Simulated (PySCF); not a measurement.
## NMR shielding calculation of C$_{3}$H$_{7}$AlFN

System: C$_{3}$H$_{7}$AlFN, SMILES CC#[N+][AlH2-][CH2]F.
Method: GIAO WP04/pcSseg-1 NMR shielding, non-relativistic, gas phase (PySCF 2.14.0).

The geometry comes from this level: PBE0-D3(BJ)/def2-SVP. Figures and captions count atoms from 1; the log counts them from 0 in places.

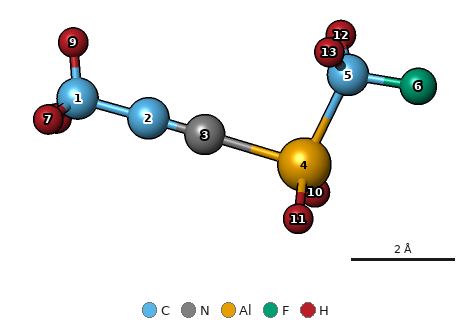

Figure 1. The structure (ball-and-stick view, seen at a tilt; atoms are numbered from 1 in the order of the input). Sticks mark near contacts. Bond lengths as drawn: Al–C 2.00 Å, Al–H 1.60 Å, Al–N 2.04 Å, C–C 1.45 Å, C–F 1.40 Å, C–H 1.10 to 1.11 Å and C–N 1.15 Å.

**Input**
```
{"job": {"kind": "nmr", "xc": "WP04", "basis": "pcSseg-1", "pop": false}, "charge": 0, "multiplicity": 1}
C      2.968251     0.115840    -0.123280
C      1.566067    -0.153498    -0.346743
N      0.451118    -0.376283    -0.531228
Al    -1.514131    -0.813753    -0.848907
C     -2.364132     0.691843     0.164571
F     -3.750740     0.548185     0.043420
H      3.434183     0.456318    -1.059235
H      3.470153    -0.801121     0.218053
H      3.081769     0.895802     0.643288
H     -1.570071    -2.264371    -0.170737
H     -1.554215    -0.711828    -2.447332
H     -2.118490     0.700115     1.244697
H     -2.093785     1.695659    -0.217766
```

The first line tells a small driver script what to run in PySCF; the rest is the geometry in Å.

Run on 1 CPU thread, shared host.

Launch command:
```bash
OMP_NUM_THREADS=1 python <driver script> task.json out
```

**What the program printed**
```
coarse grid: 11376 points
cycle   1  E = -524.1298563533  dE =  2.896e-01  |g| = 9.195e-01  |ddm| = 3.146e+00
cycle   2  E = -523.7080518933  dE =  4.218e-01  |g| = 1.721e+00  |ddm| = 1.607e+00
cycle   3  E = -524.2518650276  dE = -5.438e-01  |g| = 4.060e-01  |ddm| = 1.166e+00
cycle   4  E = -524.2855512880  dE = -3.369e-02  |g| = 1.254e-01  |ddm| = 2.678e-01
cycle   5  E = -524.2882645465  dE = -2.713e-03  |g| = 3.657e-02  |ddm| = 7.957e-02
cycle   6  E = -524.2885238564  dE = -2.593e-04  |g| = 8.013e-03  |ddm| = 2.518e-02
cycle   7  E = -524.2885382997  dE = -1.444e-05  |g| = 2.268e-03  |ddm| = 7.521e-03
cycle   8  E = -524.2885395023  dE = -1.203e-06  |g| = 4.434e-04  |ddm| = 1.870e-03
final grid: 105720 points
cycle   9  E = -524.3459491481  dE = -3.090e-05  |g| = 8.236e-03  |ddm| = 2.342e-02
cycle  10  E = -524.3459316910  dE =  1.746e-05  |g| = 1.284e-02  |ddm| = 1.191e-02
cycle  11  E = -524.3459627072  dE = -3.102e-05  |g| = 2.462e-03  |ddm| = 7.066e-03
cycle  12  E = -524.3459638287  dE = -1.121e-06  |g| = 8.300e-04  |ddm| = 1.568e-03
cycle  13  E = -524.3459639655  dE = -1.368e-07  |g| = 1.708e-04  |ddm| = 4.813e-04
cycle  14  E = -524.3459639707  dE = -5.217e-09  |g| = 3.236e-05  |ddm| = 1.057e-04
cycle  15  E = -524.3459639709  dE = -2.144e-10  |g| = 1.010e-05  |ddm| = 3.203e-05
```

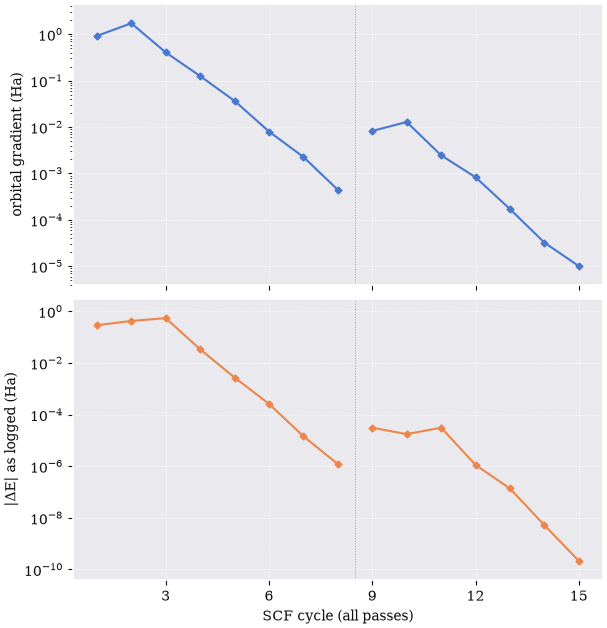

Figure 2. Convergence of the self-consistent field: orbital gradient and size of the energy change against the SCF cycle. The dotted line marks the change from a coarse to the final integration grid. The first 8 cycles use a coarse grid, the final grid takes over at cycle 9, and the field converges after 15 cycles in all.

```
converged SCF energy = -524.3459639709

GIAO shielding tensors (ppm)
atom      isotropic    diamagn.    paramagn.     s11        s22        s33       span
  0 C      168.249     249.591     -81.342    159.585    159.666    185.495     25.911
  1 C       49.066     272.119    -223.053    -58.298    -58.155    263.651    321.949
  2 N       15.567     338.378    -322.811   -138.412   -136.176    321.288    459.700
  3 Al     451.403     796.516    -345.113    404.818    457.590    491.800     86.981
  4 C       90.425     252.189    -161.764     29.928     65.638    175.709    145.781
  5 F      476.623     470.370       6.253    429.478    462.134    538.257    108.779
  6 H       29.250      25.880       3.370     24.913     27.263     35.574     10.661
  7 H       29.235      26.309       2.925     24.904     27.238     35.561     10.657
  8 H       29.305      28.780       0.525     24.933     27.497     35.485     10.552
  9 H       28.470      30.314      -1.844     25.823     27.197     32.389      6.565
 10 H       28.480      29.963      -1.483     25.842     27.184     32.412      6.570
 11 H       27.434      32.226      -4.792     23.609     26.766     31.926      8.317
 12 H       27.437      31.710      -4.273     23.610     26.772     31.930      8.319
```

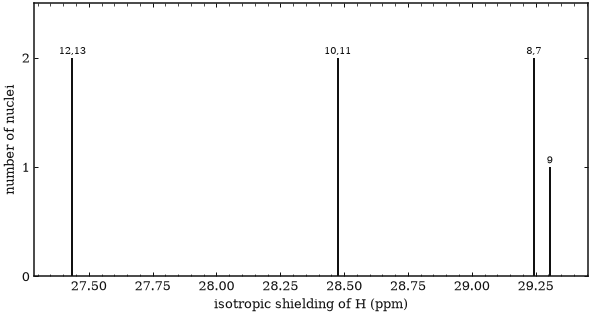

Figure 3. Isotropic shieldings of the hydrogen nuclei in this fixed geometry, labelled by atom number; shielding grows to the right, so chemical shift grows to the left. The least shielded is H12 (27.4 ppm), the most shielded H9 (29.3 ppm).

**Summary**

```tsv
quantity	value
outcome	converged
total energy	−524.345964 hartree
HOMO	−7.79 eV
LUMO	−3.39 eV
dipole moment	10.40 D
isotropic shielding, C	49.1 to 168.2 ppm
isotropic shielding, N	15.6 ppm
isotropic shielding, Al	451.4 ppm
isotropic shielding, F	476.6 ppm
isotropic shielding, H	27.4 to 29.3 ppm
wall time	12 s
peak memory	0.77 GiB
```
